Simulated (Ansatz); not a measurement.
**One shape, several levels: P2H2 (phosphanylidenephosphane)**

We compute a comparison of 6 runs (B3LYP/STO-3G, CAM-B3LYP/STO-3G, wB97X/STO-3G, RPA@PBE/STO-3G, MP2/STO-3G, CCSDTQ/STO-3G) of P2H2 (phosphanylidenephosphane). 

The calculation is run with Ansatz 0.2.0.

34 further runs of the same task are left out: 34 set aside as unsound or not needed.

### 1 Starting point

The species is P2H2 (4 atoms), meant as a singlet with charge 0. As SMILES, `P=P`. The H4–P2 distance was set to 2.806 Å, away from the relaxed value. At this shape a bond of the SMILES string is far longer than usual.

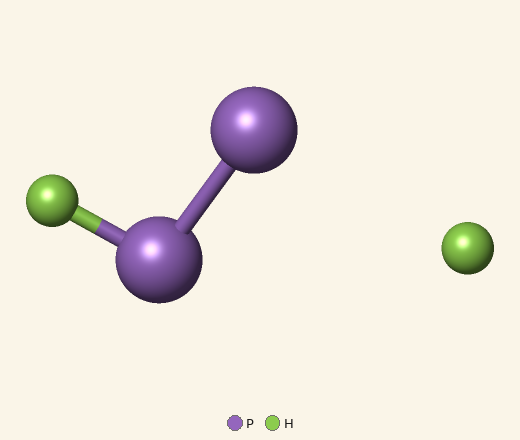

The structure, seen from a chosen angle (phosphorus purple, hydrogen green).

### 2 The energy at B3LYP/STO-3G (run 1)

run.yaml

```yaml
crystal:
  periodic: [false, false, false]
  atoms:
    - {symbol: P, position_ang: [1.037332, -1.067748, 1.003476]}
    - {symbol: P, position_ang: [1.086122, 0.939422, 0.826866]}
    - {symbol: H, position_ang: [2.098962, -1.131688, 1.918446]}
    - {symbol: H, position_ang: [-1.037310, 1.067660, -1.003410]}
basis:
  gaussian: {orbitals: STO-3G}
hamiltonian: {xc: {name: B3LYP}}
accuracy: high
```

Run with:

```console
$ ansatz run run.yaml --threads 1 --pin off --max-ram 2610MiB --events-out events.jsonl --progress --plain --runs-dir runs
```

Standard output:

```text
Warning: RAYON_NUM_THREADS=1 ignored (pool sized by the plan → 1); use --threads N
Functional definition: B3LYP
  name "B3LYP"
  parameter a0 = 0.2
  parameter ax = 0.72
  parameter ac = 0.81
  exchange = (1 - a0 - ax)*slater_x + ax*b88_x + a0*exact_x
  correlation = (1 - ac)*vwn_rpa_c + ac*lyp_c
342 factors; integrals over basis functions are off by at most 4.4e-9 eV
mean field evaluation 1: about -18387.2997 eV, gradient 1.9e1 eV
mean field evaluation 2: about -18374.3294 eV, gradient 4.0e1 eV
mean field evaluation 4: about -18391.6259 eV, gradient 1.5e1 eV
mean field evaluation 8: about -18391.6009 eV, gradient 1.5e1 eV
mean field evaluation 16: about -18393.1418 eV, gradient 3.7e-8 eV
mean field -18393.14180237 eV, -675.9354939180 hartree, gradient 3.7e-8 eV, S^2 0.000000; 0 other end points of the search recorded, 0 dependent functions left out
reference -18393.14182893 eV, -675.9354948940 hartree; 16, 16 occupied and 4, 4 virtual orbitals, 342 factors
Total energy: -18393.14182893 eV, -675.9354948940 hartree
```

It took 0.95 s on 1 thread of Arm Neoverse V2, shared host.

### 3 The energy at CAM-B3LYP/STO-3G (run 2)

run.yaml

```yaml
crystal:
  periodic: [false, false, false]
  atoms:
    - symbol: P
      position_ang: [1.037332, -1.067748, 1.003476]
    - symbol: P
      position_ang: [1.086122, 0.939422, 0.826866]
    - symbol: H
      position_ang: [2.098962, -1.131688, 1.918446]
    - symbol: H
      position_ang: [-1.037310, 1.067660, -1.003410]
basis:
  gaussian: {orbitals: STO-3G}
accuracy: high
hamiltonian: {xc: {name: CAM-B3LYP}}
```

Run with:

```console
$ ansatz run run.yaml --threads 1 --pin off --max-ram 2610MiB --events-out events.jsonl --progress --plain --runs-dir runs
```

Standard output:

```text
Warning: RAYON_NUM_THREADS=1 ignored (pool sized by the plan → 1); use --threads N
Functional definition: CAM-B3LYP
  name "CAM-B3LYP"
  parameter alpha = 0.19
  parameter beta = 0.46
  parameter omega = 0.33/bohr
  parameter ac = 0.81
  exchange = (1 - alpha - beta)*b88_x + beta*b88_x_sr(omega) + alpha*exact_x + beta*exact_x_lr(omega)
  correlation = (1 - ac)*vwn5_c + ac*lyp_c
342 factors; integrals over basis functions are off by at most 4.4e-9 eV
140 factors; integrals over basis functions are off by at most 1.4e-9 eV
mean field evaluation 1: about -18386.0900 eV, gradient 1.8e1 eV
mean field evaluation 2: about -18377.2169 eV, gradient 3.5e1 eV
mean field evaluation 4: about -18390.9913 eV, gradient 4.9e0 eV
mean field evaluation 8: about -18391.1509 eV, gradient 9.4e-2 eV
mean field evaluation 16: about -18391.1230 eV, gradient 9.2e-5 eV
mean field -18391.12304322 eV, -675.8613058873 hartree, gradient 2.6e-8 eV, S^2 0.000000; 0 other end points of the search recorded, 0 dependent functions left out
reference -18391.12305615 eV, -675.8613063625 hartree; 16, 16 occupied and 4, 4 virtual orbitals, 342 factors
Total energy: -18391.12305615 eV, -675.8613063625 hartree
```

Run time: 0.99 s. Hardware: 1 thread of Arm Neoverse V2, shared host; peak memory 0.089 GiB.

Run 3 isn't shown in full; the table further down has it.

### 4 The energy at RPA@PBE/STO-3G (run 4)

job.yaml

```yaml
crystal:
  periodic: [false, false, false]
  atoms:
    - symbol: P
      position_ang: [1.037332, -1.067748, 1.003476]
    - symbol: P
      position_ang: [1.086122, 0.939422, 0.826866]
    - symbol: H
      position_ang: [2.098962, -1.131688, 1.918446]
    - symbol: H
      position_ang: [-1.037310, 1.067660, -1.003410]
basis:
  gaussian:
    orbitals: STO-3G
hamiltonian:
  xc: {name: PBE}
correlation:
  method: rpa
  frozen_orbitals: {H: 0, P: 5}
accuracy: high
```

Run with:

```console
$ ansatz run job.yaml --threads 1 --pin off --max-ram 2610MiB --events-out events.jsonl --progress --plain --runs-dir runs
```

Standard output (excerpt; [...] marks lines left out):

```text
Warning: RAYON_NUM_THREADS=1 ignored (pool sized by the plan → 1); use --threads N
Functional definition: PBE
  name "PBE"
[...]
342 factors; integrals over basis functions are off by at most 4.4e-9 eV
[...]
mean field -18384.25342618 eV, -675.6088521176 hartree, gradient 2.8e-8 eV, S^2 0.000000; 1 other end points of the search recorded, 0 dependent functions left out; unrestricted orbitals would lower it
unrestricted determinant -18362.40733491 eV, -674.8060230712 hartree, S^2 1.6011
10 core orbitals not correlated: weight in the atoms' cores, before any rotation towards them, 0.999 or more for the frozen orbitals, at most 0.000 for the correlated occupied ones
reference -18357.80012866 eV, -674.6367113644 hartree; 6, 6 occupied and 4, 4 virtual orbitals, 342 factors
Total energy: -18365.87082028 eV, -674.9333038108 hartree
```

It took 1.4 s on 1 thread of Arm Neoverse V2, shared host; peak memory 0.09 GiB.

Run 5 isn't shown in full; the table further down has it.

### 5 A single-point energy at CCSDTQ/STO-3G (run 6)

input.yaml

```yaml
crystal:
  periodic: [false, false, false]
  atoms:
    - {symbol: P, position_ang: [1.037332, -1.067748, 1.003476]}
    - {symbol: P, position_ang: [1.086122, 0.939422, 0.826866]}
    - {symbol: H, position_ang: [2.098962, -1.131688, 1.918446]}
    - {symbol: H, position_ang: [-1.037310, 1.067660, -1.003410]}
basis:
  gaussian:
    orbitals: STO-3G
correlation:
  method: ccsdtq
  frozen_orbitals: {H: 0, P: 5}
accuracy: high
scf:
  omitted_lower_state_checks: [cluster_reference, increment]
```

Run with:

```console
$ ansatz run input.yaml --threads 1 --pin off --max-ram 2610MiB --events-out events.jsonl --progress --plain --runs-dir runs
```

Standard output:

```text
Warning: RAYON_NUM_THREADS=1 ignored (pool sized by the plan → 1); use --threads N
[... 13 lines left out ...]
10 core orbitals not correlated: weight in the atoms' cores, before any rotation towards them, 1.000 or more for the frozen orbitals, at most 0.000 for the correlated occupied ones
[... 40 lines left out ...]
WARN: these amplitudes may be one of several solutions (largest doubles amplitude 0.70, level shift 8.97 eV)
Total energy: -18365.34793720 eV, -674.9140882121 hartree
Checks for a lower state left out: cluster_reference, increment
```

Wall time 1.9 s (1 thread of Arm Neoverse V2, shared host).

### 6 The series

```
run             level  frozen core orbitals  energy (Eh)  wall time
  1      B3LYP/STO-3G                     –  -675.935495     0.95 s
  2  CAM-B3LYP/STO-3G                     –  -675.861306     0.99 s
  3      wB97X/STO-3G                     –  -675.876455      3.6 s
  4    RPA@PBE/STO-3G                    10  -674.933304      1.4 s
  5        MP2/STO-3G                    10  -674.838615      0.2 s
  6     CCSDTQ/STO-3G                    10  -674.914088      1.9 s
```

### 7 Outcome

```
                                           quantity          value
                                run 6: total energy  -674.91409 Eh
run 6: correlation energy (10 core orbitals frozen)     -264.1 mEh
                               run 6: T1 diagnostic          0.041
```

What this shows: Totals of different functionals can't be ranked against each other. In runs 4, 5, 6 the log says that unrestricted orbitals would lower the reference, so the values rest on an unstable closed-shell determinant (other closed-shell runs at this shape may share the fault). In runs 1, 2, 3, 4, 5, 6 the basis is minimal, so the values are rough. In runs 1, 2, 3, 4, 5 a closed-shell determinant meets a far-stretched bond, which it describes badly. All runs together took 9 s, the longest 3.6 s.
